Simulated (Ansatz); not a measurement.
## Nudged elastic band, with input and output: C2H7BS (part 2 of 2)

C2H7BS; UHF/def2-SVP (Ansatz 0.2.0). It belongs to a series of runs on one base structure; here: band between the two ends.

Geometry of the input (Å):
```
B  -0.2430  -0.2393  -0.0382
C  1.3344  -0.1834  0.1025
S  -1.1266  -1.8005  -0.3254
H  -0.1059  -2.6611  -0.2982
C  -1.1190  1.0782  0.0326
H  1.7809  -1.0970  0.4992
H  1.7547  -0.0271  -0.8991
H  1.6608  0.6606  0.7151
H  -2.1686  0.9454  -0.2316
H  -0.6926  1.8533  -0.6114
H  -1.0751  1.4710  1.0547
```

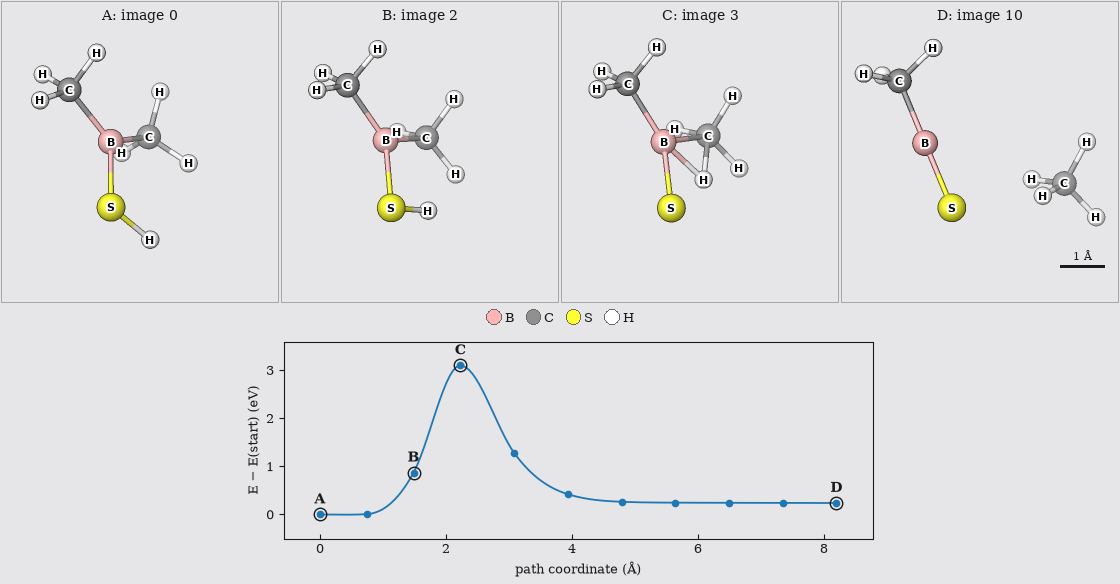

*Images of the last band (counted from 0; ball-and-stick, seen at a tilt) above the energy along the path; the line is a cubic interpolation that uses the forces.*

The highest image is number 3, 3.098 eV above the start and 2.860 eV above the end (the climbing image); the end lies 0.238 eV above the start. The path is 8.20 Å long. The band converged in 25 iterations.

```
Total energy: -13653.69031504 eV, -501.7638642740 hartree
Atom 0 at    -0.522231    -0.428270    -0.097688 Å, force     0.004189     0.011182     0.004318 eV/Å
Atom 1 at     1.266273    -0.401906     0.085174 Å, force    -0.022690    -0.008872    -0.003216 eV/Å
Atom 2 at    -1.186377    -2.021837    -0.268632 Å, force    -0.013023    -0.007271    -0.002451 eV/Å
Atom 3 at     0.399357    -1.444299    -0.034841 Å, force     0.023440     0.000213     0.000500 eV/Å
Atom 4 at    -1.101147     1.035505    -0.030735 Å, force     0.001115     0.004174     0.004693 eV/Å
Atom 5 at     1.933216    -1.270774     0.120545 Å, force     0.004098    -0.000552    -0.001049 eV/Å
Atom 6 at     1.556060     0.197380    -0.775964 Å, force     0.005706     0.003664    -0.000548 eV/Å
Atom 7 at     1.387928     0.146181     1.017240 Å, force     0.000773    -0.000002     0.003678 eV/Å
Atom 8 at    -2.171024     1.023979    -0.236852 Å, force    -0.002684     0.000108     0.000124 eV/Å
Atom 9 at    -0.612800     1.703962    -0.744483 Å, force    -0.000894    -0.003785    -0.002608 eV/Å
Atom 10 at    -0.949156     1.460177     0.966233 Å, force    -0.000030     0.001142    -0.003441 eV/Å
Dipole moment:     0.654040     0.533395     0.109366 e Å
this run last wrote the band of iteration 25 to [file]
```

The last band as extended XYZ (Å, eV, eV/Å)
```
11
Properties=species:S:1:pos:R:3:forces:R:3 image=0 energy=-13656.78877
B    -0.2430   -0.2393   -0.0382    0.0022   0.0020  -0.0015
C     1.3344   -0.1834    0.1025    0.0099  -0.0060  -0.0053
S    -1.1266   -1.8005   -0.3254    0.0030  -0.0028   0.0034
H    -0.1059   -2.6611   -0.2982   -0.0034   0.0016  -0.0007
C    -1.1190    1.0782    0.0326    0.0024  -0.0011   0.0006
H     1.7809   -1.0970    0.4992   -0.0035   0.0135  -0.0067
H     1.7547   -0.0271   -0.8991   -0.0078   0.0024   0.0182
H     1.6608    0.6606    0.7151   -0.0023  -0.0106  -0.0052
H    -2.1686    0.9454   -0.2316    0.0014   0.0003  -0.0006
H    -0.6926    1.8533   -0.6114   -0.0008   0.0000  -0.0002
H    -1.0751    1.4710    1.0547   -0.0010   0.0008  -0.0019
11
Properties=species:S:1:pos:R:3:forces:R:3 image=1 energy=-13656.78196
B    -0.2570   -0.2539   -0.0350    0.0260   0.0222  -0.0285
C     1.3213   -0.1978    0.0879    0.0143   0.0196   0.0142
S    -1.1347   -1.8309   -0.1976   -0.0097   0.0110   0.0009
H    -0.0806   -2.6467   -0.1514   -0.0569  -0.1053  -0.0075
C    -1.1104    1.0808   -0.0236    0.0057  -0.0003   0.0035
H     1.8152   -1.1689    0.1322    0.0050   0.0128   0.0063
H     1.7273    0.3488   -0.7695    0.0174   0.0182   0.0022
H     1.6044    0.3713    0.9785    0.0238   0.0216  -0.0023
H    -2.1760    0.9497   -0.2141    0.0025  -0.0187   0.0027
H    -0.7115    1.7846   -0.7605   -0.0153   0.0056   0.0037
H    -0.9979    1.5633    0.9532   -0.0129   0.0132   0.0049
11
Properties=species:S:1:pos:R:3:forces:R:3 image=2 energy=-13655.91922
B    -0.3757   -0.3027   -0.0641    0.5334   0.4188   0.0793
C     1.2310   -0.2957    0.0765   -0.1242   0.3927  -0.0011
S    -1.0915   -1.9472   -0.2146    0.3872   0.2340   0.0668
H     0.2259   -2.0823   -0.0710   -0.5397  -2.1870  -0.1577
C    -1.1146    1.0763   -0.0321   -0.0737   0.1088  -0.0086
H     1.7956   -1.2411    0.1058   -0.4407   0.1603  -0.0259
H     1.6200    0.2620   -0.7762    0.2459   0.2995   0.0691
H     1.4755    0.2345    0.9967    0.2603   0.3129  -0.0094
H    -2.1841    1.0434   -0.2271   -0.0723   0.0104  -0.0104
H    -0.6336    1.7424   -0.7530   -0.0965   0.1386   0.0074
H    -0.9484    1.5106    0.9591   -0.0797   0.1110  -0.0096
11
Properties=species:S:1:pos:R:3:forces:R:3 image=3 energy=-13653.69031
B    -0.5222   -0.4283   -0.0977    0.0042   0.0112   0.0043
C     1.2663   -0.4019    0.0852   -0.0227  -0.0089  -0.0032
S    -1.1864   -2.0218   -0.2686   -0.0130  -0.0073  -0.0025
H     0.3994   -1.4443   -0.0348    0.0234   0.0002   0.0005
C    -1.1011    1.0355   -0.0307    0.0011   0.0042   0.0047
H     1.9332   -1.2708    0.1205    0.0041  -0.0006  -0.0010
H     1.5561    0.1974   -0.7760    0.0057   0.0037  -0.0005
H     1.3879    0.1462    1.0172    0.0008   0.0000   0.0037
H    -2.1710    1.0240   -0.2369   -0.0027   0.0001   0.0001
H    -0.6128    1.7040   -0.7445   -0.0009  -0.0038  -0.0026
H    -0.9492    1.4602    0.9662    0.0000   0.0011  -0.0034
11
Properties=species:S:1:pos:R:3:forces:R:3 image=4 energy=-13655.50606
B    -1.0462   -0.5071   -0.1683   -1.1990  -0.1802  -0.1432
C     1.4809   -0.4955    0.1180    0.4852  -0.2283   0.0502
S    -1.4408   -2.0750   -0.3287   -0.6047  -0.1020  -0.1055
H     0.6538   -1.1937    0.0128    0.5637   0.5661   0.1087
C    -1.1632    1.0281   -0.0422   -0.1249  -0.0072  -0.0027
H     2.2983   -1.1972    0.1776    0.8188   0.1476   0.0936
H     1.5859    0.1518   -0.7523    0.0540  -0.1211   0.0198
H     1.4071    0.0998    1.0275    0.0648  -0.1144  -0.0076
H    -2.2257    1.1682   -0.2452   -0.1226   0.3482   0.0214
H    -0.5944    1.6187   -0.7608    0.0433  -0.1923  -0.0344
H    -0.9557    1.4018    0.9617    0.0214  -0.1165  -0.0004
11
Properties=species:S:1:pos:R:3:forces:R:3 image=5 energy=-13656.36710
B    -1.4813   -0.5039   -0.2341   -0.2250  -0.0022  -0.0249
C     1.6950   -0.5246    0.1611    0.1103  -0.0138   0.0148
S    -1.7454   -2.0822   -0.4078   -0.1472  -0.0024  -0.0272
H     0.8824   -1.2338    0.0493    0.1161  -0.0187   0.0172
C    -1.3244    1.0229   -0.0698   -0.0757  -0.0049  -0.0091
H     2.6230   -1.0835    0.2482    0.1622   0.0576   0.0238
H     1.7362    0.1254   -0.7132    0.0693  -0.0113   0.0106
H     1.5385    0.0758    1.0575    0.0700  -0.0081   0.0051
H    -2.3051    1.4670   -0.2435   -0.0430   0.1457   0.0115
H    -0.6203    1.4497   -0.7854   -0.0196  -0.0869  -0.0125
H    -0.9986    1.2873    0.9377   -0.0173  -0.0550  -0.0094
11
Properties=species:S:1:pos:R:3:forces:R:3 image=6 energy=-13656.52500
B    -1.8187   -0.4237   -0.2572   -0.0220   0.0011  -0.0012
C     1.9353   -0.5978    0.1727    0.0189  -0.0019   0.0051
S    -2.1643   -1.9828   -0.4459   -0.0243   0.0060  -0.0031
H     1.1598   -1.3579    0.0937    0.0197  -0.0071   0.0009
C    -1.4867    1.0723   -0.0742   -0.0117   0.0015  -0.0023
H     2.9068   -1.0809    0.2671    0.0203   0.0024   0.0012
H     1.9281    0.0261   -0.7213    0.0135  -0.0029   0.0019
H     1.7540    0.0217    1.0513    0.0110  -0.0021  -0.0001
H    -2.3849    1.6783   -0.2042   -0.0075   0.0111   0.0008
H    -0.7432    1.3908   -0.8069   -0.0096  -0.0050  -0.0018
H    -1.0863    1.2539    0.9249   -0.0082  -0.0030  -0.0015
11
Properties=species:S:1:pos:R:3:forces:R:3 image=7 energy=-13656.54341
B    -2.0408   -0.3106   -0.2459   -0.0006  -0.0001   0.0014
C     2.1879   -0.7303    0.1590    0.0032  -0.0006   0.0001
S    -2.3993   -1.8665   -0.4351   -0.0019   0.0007  -0.0002
H     1.3721   -1.4520    0.1369    0.0017  -0.0007  -0.0010
C    -1.6917    1.1814   -0.0625   -0.0015   0.0008  -0.0004
H     3.1372   -1.2575    0.2490    0.0012  -0.0012   0.0006
H     2.1849   -0.1483   -0.7627    0.0022   0.0003   0.0005
H     2.0639   -0.0629    1.0120    0.0008  -0.0009  -0.0002
H    -2.5783    1.8018   -0.2056   -0.0018   0.0003  -0.0003
H    -0.9339    1.4859   -0.7867   -0.0017   0.0003  -0.0002
H    -1.3019    1.3591    0.9415   -0.0016   0.0010  -0.0004
11
Properties=species:S:1:pos:R:3:forces:R:3 image=8 energy=-13656.54638
B    -2.1085   -0.2025   -0.1819    0.0004   0.0000   0.0002
C     2.3730   -0.8828    0.1133    0.0007  -0.0006  -0.0002
S    -2.3197   -1.7896   -0.3286    0.0000   0.0003   0.0003
H     1.4608   -1.4750    0.0499    0.0004   0.0001  -0.0005
C    -1.8998    1.3201   -0.0403   -0.0007   0.0004   0.0000
H     3.2263   -1.5440    0.2620    0.0003  -0.0007   0.0001
H     2.5082   -0.3210   -0.8110    0.0012  -0.0001   0.0001
H     2.3022   -0.1907    0.9526    0.0006  -0.0005   0.0001
H    -2.8212    1.8557   -0.2760   -0.0011   0.0000  -0.0003
H    -1.1167    1.6604   -0.7204   -0.0008   0.0006   0.0001
H    -1.6046    1.5697    0.9805   -0.0010   0.0007  -0.0001
11
Properties=species:S:1:pos:R:3:forces:R:3 image=9 energy=-13656.54860
B    -2.1520   -0.0939   -0.1474   -0.0001   0.0002   0.0001
C     2.5543   -1.0255    0.0957    0.0006  -0.0004  -0.0001
S    -2.1825   -1.6975   -0.2612    0.0005   0.0003   0.0002
H     1.5574   -1.4587    0.0224    0.0003   0.0001  -0.0001
C    -2.1174    1.4452   -0.0379   -0.0007   0.0003   0.0000
H     3.2854   -1.8189    0.2492    0.0002  -0.0007   0.0000
H     2.7885   -0.4913   -0.8251    0.0009  -0.0003   0.0001
H     2.5908   -0.3330    0.9368    0.0008  -0.0004   0.0001
H    -3.0927    1.8677   -0.2861   -0.0008   0.0000  -0.0002
H    -1.3756    1.8578   -0.7241   -0.0007   0.0005   0.0000
H    -1.8563    1.7481    0.9778   -0.0009   0.0005   0.0000
11
Properties=species:S:1:pos:R:3:forces:R:3 image=10 energy=-13656.55034
B    -2.1989    0.0191   -0.1288   -0.0005  -0.0047   0.0000
C     2.7405   -1.1583    0.0978   -0.0039  -0.0102   0.0035
S    -2.0501   -1.5803   -0.2086    0.0001   0.0129   0.0008
H     1.6865   -1.4295    0.0380    0.0181   0.0057   0.0008
C    -2.3388    1.5544   -0.0521   -0.0033  -0.0022  -0.0008
H     3.3437   -2.0614    0.1944   -0.0100   0.0148  -0.0011
H     3.0315   -0.6238   -0.8066   -0.0014  -0.0038   0.0025
H     2.9045   -0.5190    0.9656   -0.0015  -0.0074  -0.0059
H    -3.3658    1.8550   -0.2685    0.0066  -0.0019   0.0010
H    -1.6772    2.0329   -0.7767   -0.0027  -0.0015   0.0011
H    -2.0759    1.9110    0.9456   -0.0014  -0.0018  -0.0021
```

Key numbers

| quantity | value |
| --- | --- |
| outcome | converged |
| barrier, forward | 3.099 eV |
| barrier, backward | 2.860 eV |
| hardware | 2 threads of Arm Neoverse V1, 24 GiB of memory available, shared host |
| wall time | 4.3 min (CPU time 8.2 min) |
| peak memory | 0.22 GiB |

Remarks

The order of the saddle point was not checked.
